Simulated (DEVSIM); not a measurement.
Structure: Al0.4Ga0.6As/GaAs n-p heterojunction, at 300 K.

```tsv
layer (left to right)	material	thickness (μm)	Nd (cm⁻³)	Na (cm⁻³)	τn (s)	τp (s)
1	Al0.4Ga0.6As	0.410	2e17	-	4.3e-10	4.3e-10
2	GaAs	0.160	-	1.1e17	4.3e-10	4.3e-10
```

Left contact: ohmic. Right contact: ohmic. Voltage is applied to the left contact. Recombination: SRH at mid-gap. Mobility is constant in doping.

Constants are typed, rounded textbook-type inputs, not results; the design itself was drawn at random and stands for no fabricated device. Values at 300 K.

```csv
parameter,Al0.4Ga0.6As,GaAs
gap (eV),1.9228,1.424
affinity (eV),3.754,4.07
permittivity,11.76,12.9
Nc (cm⁻³),7.93e17,4.7e17
Nv (cm⁻³),9e18,9e18
μn (cm²/Vs),3220,8500
μp (cm²/Vs),158,400
```

Model (solved in DEVSIM): 1D drift-diffusion, Boltzmann statistics, complete ionisation; no tunnelling, impact ionisation, image-force lowering or self-heating. Band offsets follow the typed affinities; no thermionic-emission limit at abrupt steps, no polarisation charge.

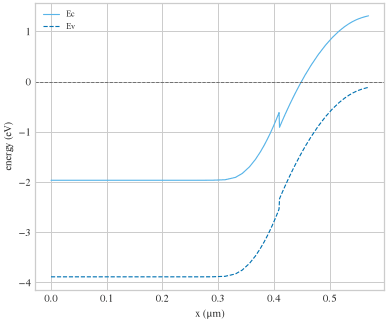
Fig. 1. Band edges at 2.0 V on the left contact

Energies count from the Fermi level of the right contact; mesh points crowd at the junctions.

```csv
x (μm),Ec (eV),Ev (eV),n (cm⁻³),p (cm⁻³),field (V/cm)
0.000,-1.964,-3.887,2.0e17,< 1e2,≈ 0
0.004024,-1.964,-3.887,2.0e17,< 1e2,≈ 0
0.01070,-1.964,-3.887,2.0e17,< 1e2,≈ 0
0.02348,-1.964,-3.887,2.0e17,< 1e2,≈ 0
0.05810,-1.964,-3.887,2.0e17,< 1e2,≈ 0
0.1052,-1.964,-3.887,2.0e17,< 1e2,≈ 0
0.1952,-1.964,-3.887,2.0e17,< 1e2,≈ 0
0.3125,-1.954,-3.877,1.4e17,< 1e2,11000
0.3563,-1.697,-3.620,6.4e12,< 1e2,120000
0.3827,-1.268,-3.191,400000,< 1e2,200000
0.3972,-0.941,-2.863,< 1e2,< 1e2,250000
0.4066,-0.693,-2.616,< 1e2,< 1e2,280000
0.4102,-0.908,-2.332,2200000,< 1e2,260000
0.4143,-0.801,-2.225,35000,< 1e2,260000
0.4245,-0.551,-1.975,< 1e2,< 1e2,240000
0.4397,-0.204,-1.629,< 1e2,< 1e2,220000
0.4667,0.323,-1.101,< 1e2,220,170000
0.5048,0.876,-0.548,< 1e2,5.7e9,120000
0.5425,1.202,-0.222,< 1e2,1.7e15,58000
0.5567,1.269,-0.155,< 1e2,2.2e16,37000
0.5644,1.294,-0.130,< 1e2,5.9e16,30000
0.5700,1.310,-0.114,< 1e2,1.1e17,27000
```
